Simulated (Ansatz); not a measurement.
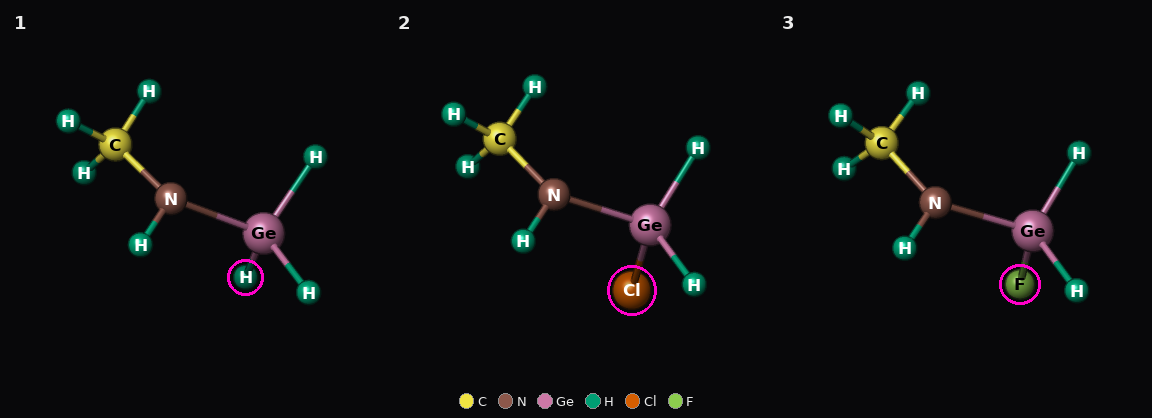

3 molecules with one skeleton, seen from the same side and at one scale; the atom that differs is circled. Each species is neutral and a spin singlet. Computed geometries: PBE0-D4/def2-TZVP optimisations, one conformation each. Properties computed with Ansatz 0.2.0.

One atom differs, called X below: H in panel 1, Cl in panel 2, F in panel 3. Their formulas are CH7GeN (`C[NH][GeH3]`), CH6ClGeN (`C[NH][GeH2][Cl]`), CH6FGeN (`C[NH][GeH2][F]`).

> Rank them by the HOMO–LUMO gap, lowest first (B3LYP-D4/def2-TZVPP).

1 (H), 2 (Cl), 3 (F).

> Rank them by the dipole moment, lowest first (B3LYP-D4/def2-TZVPP).

1 (H), 2 (Cl), 3 (F).

Give the values. With PBE0-D4/def2-TZVP: length of X–Ge (Å), mean angle H–Ge–X (°). With B3LYP-D4/def2-TZVPP: dipole moment (D), HOMO energy (Kohn–Sham orbital) (eV), HOMO–LUMO gap (eV).

```
                            quantity  1 (H)  2 (Cl)  3 (F)
                  length of X–Ge (Å)  1.549   2.179  1.754
               mean angle H–Ge–X (°)  109.0   105.8  104.9
                   dipole moment (D)   0.87    2.01   2.09
HOMO energy (Kohn–Sham orbital) (eV)  −6.43   −6.97  −6.97
                  HOMO–LUMO gap (eV)   6.71    6.98   7.35
```
